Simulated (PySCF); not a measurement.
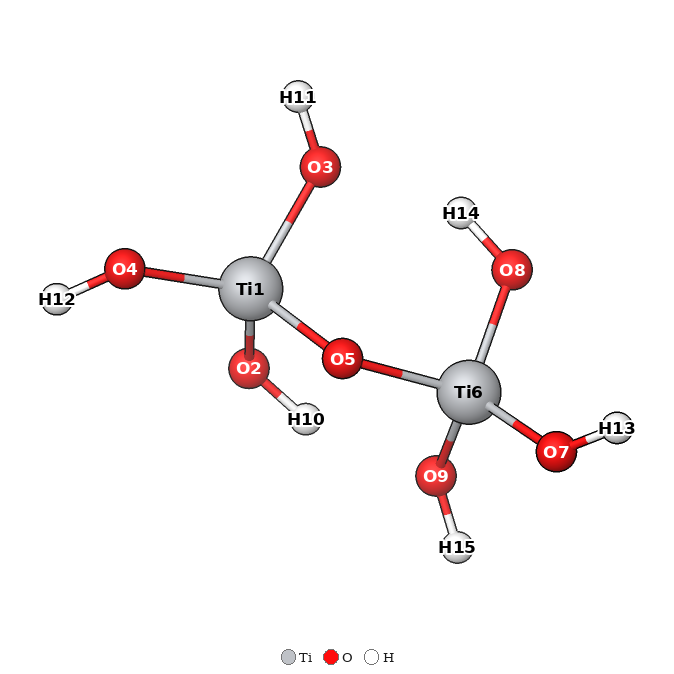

The species is neutral and a spin singlet. Computed geometry: PBE0-D3(BJ)/def2-SVP optimisation. No frequency run is at hand to confirm it as a minimum. Properties computed with delta-SCF UKS SCAN, pcX-2 on the ionised atom (unc-x2c-TZVPall on a metal), pcseg-1 elsewhere, spin-free X2C (PySCF 2.14.0).

Give the core-electron binding energies (to vacuum; p and d levels without spin–orbit splitting) of Ti1 2p, O2 1s, O5 1s.

```json
{"atom": "Ti1", "level": "2p", "binding energy (eV)": "465.2"}
{"atom": "O2", "level": "1s", "binding energy (eV)": "537.3"}
{"atom": "O5", "level": "1s", "binding energy (eV)": "536.7"}
```
